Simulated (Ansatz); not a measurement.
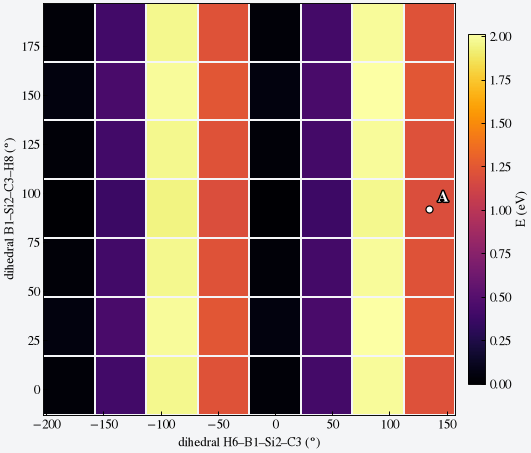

CH5BBrFSi, SMILES B[Si](C)(F)Br. First axis: dihedral H6–B1–Si2–C3. Second axis: dihedral B1–Si2–C3–H8. Nothing is relaxed (all other coordinates rigid). The scan uses an 8 × 7 grid. Points are written as (first, second). Energies are in eV, from the lowest grid point. Energies and slopes of some neighbouring points disagree (a jump in structure or state, or too coarse a mesh). Method: Ansatz, RKS PBE0-D4/def2-SVP.

Drawn: one coloured cell a grid point, the point A.

Is A at rest? If not, where is it pushed?

A, at (135°, 92°), is not a stationary point. The computed force is 0.039 eV for each degree towards larger values of dihedral H6–B1–Si2–C3 and nearly zero along dihedral B1–Si2–C3–H8.
